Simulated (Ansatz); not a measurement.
# GaH5N (doublet): what the fields show

```csv
atom,x (Å),y (Å),z (Å)
Ga,-0.0595,-0.3948,0.2268
H,0.7900,-0.6938,2.8461
H,1.2759,0.3992,-0.1407
H,-1.4791,0.3069,0.0197
N,0.0511,-0.1149,2.4058
H,-0.8320,-0.3612,2.8541
H,0.2535,0.8585,2.6383
```

Not at a stationary point (largest force 0.7 eV/Å).

Theory: Ansatz 0.2.0, UKS PBE0/def2-SVP.

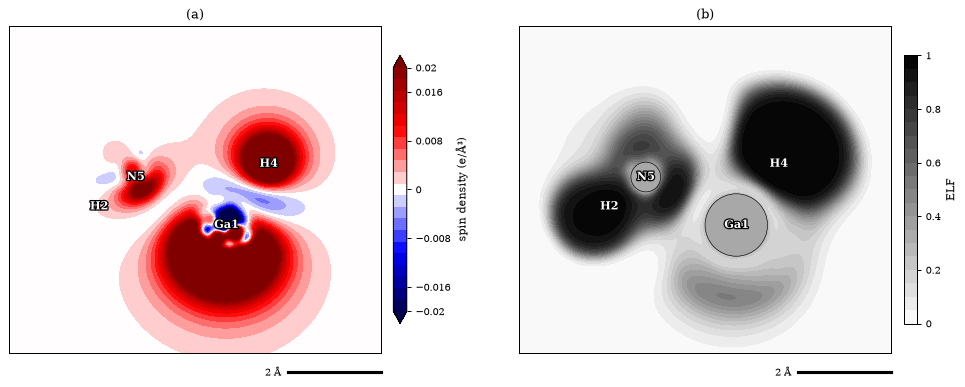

Figure 1. (a) spin density (α minus β); (b) ELF on the plane of atoms H4, Ga1 and N5. Grey discs cover the atomic cores in the ELF map.

Q: Read the bonding off the picture.

A:
- The plane passes through Ga, H and N nuclei.
- Ga–N (2.20 Å): the ELF peaks at about 0.95 in the valence shell of N, 0.7 Å from its nucleus, and is about 0.30 at the midpoint.
- N–H (1.04 Å): the ELF climbs to about 1 towards the hydrogen, as it does in any bond to H: an ordinary covalent bond to hydrogen.
- Ga–H (1.60 Å): the ELF climbs to about 1 towards the hydrogen.
- The unpaired spin (1 electron) lies mostly on Ga1 (about 0.8), H3 (about 0.1) and H4 (about 0.1), in electrons by Hirshfeld's partition.

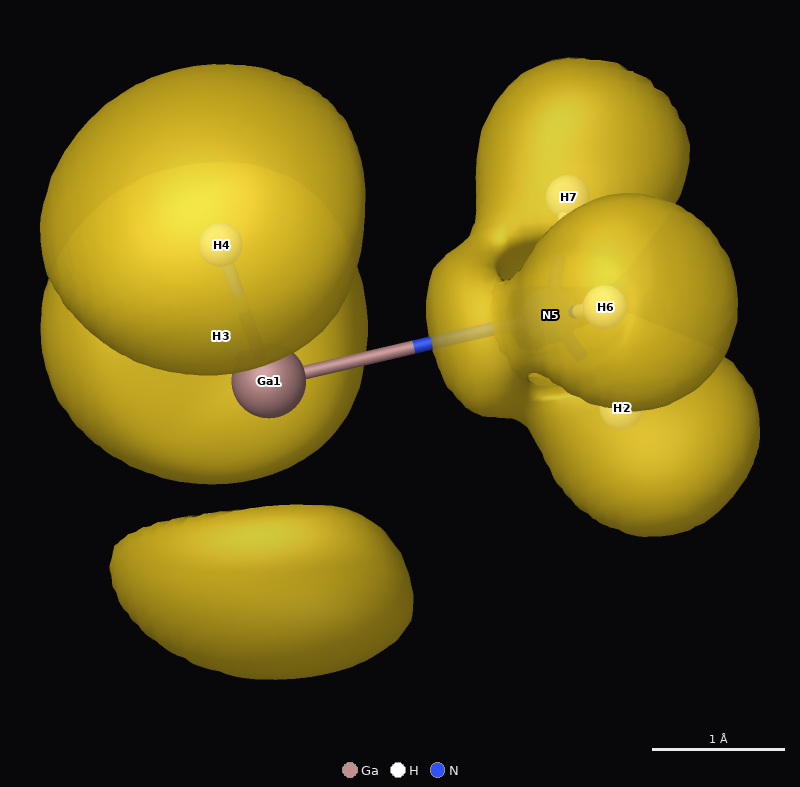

Figure 2. Isosurface of the ELF at 0.75 (yellow), seen from one side. Only the valence region is drawn (cores and ρ < 0.01 e/Å³ removed).

Q: Identify the bonds, lone pairs and shells in this picture.

A: The surface consists of two regions around hydrogen nuclei, one lobe on Ga, pointing away from the bonds (non-bonding electrons) and one joined region spread over several atoms (H, N), in which their bonds and any lone pairs are merged. Profiles from the grid: N–H (1.02 Å): the ELF climbs to about 1 towards the hydrogen; an ordinary covalent bond to hydrogen.

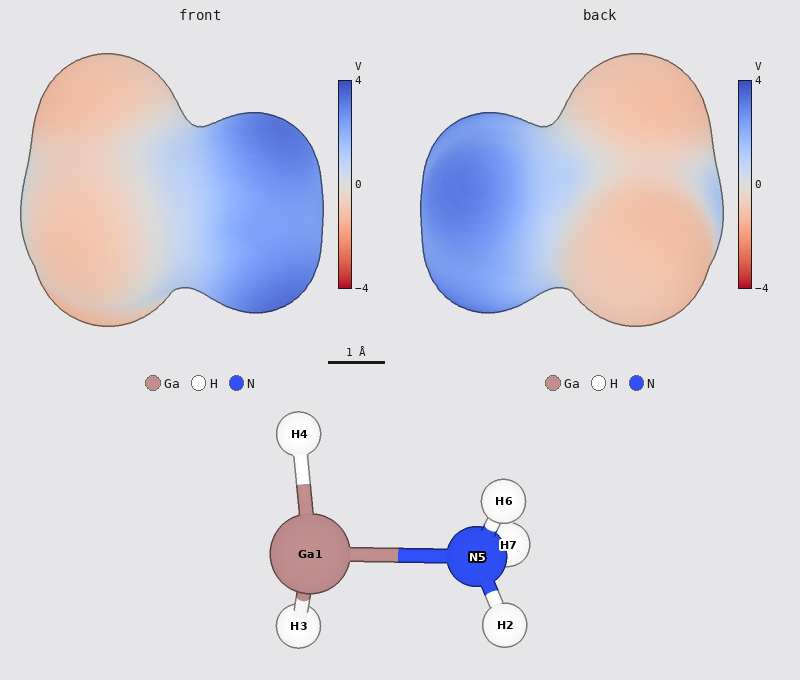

Figure 3. The molecular electrostatic potential painted on the density surface at 0.004 e/bohr³, seen from the front and from behind; the colour scale runs from red (negative) to blue (positive). The bare structure is drawn below in the same view.

Q: Describe the electrostatic potential map.

A: The most negative region (about −1.1 V) lies over H3 and H4, the most positive (about +3.2 V) over H2, H6 and H7.
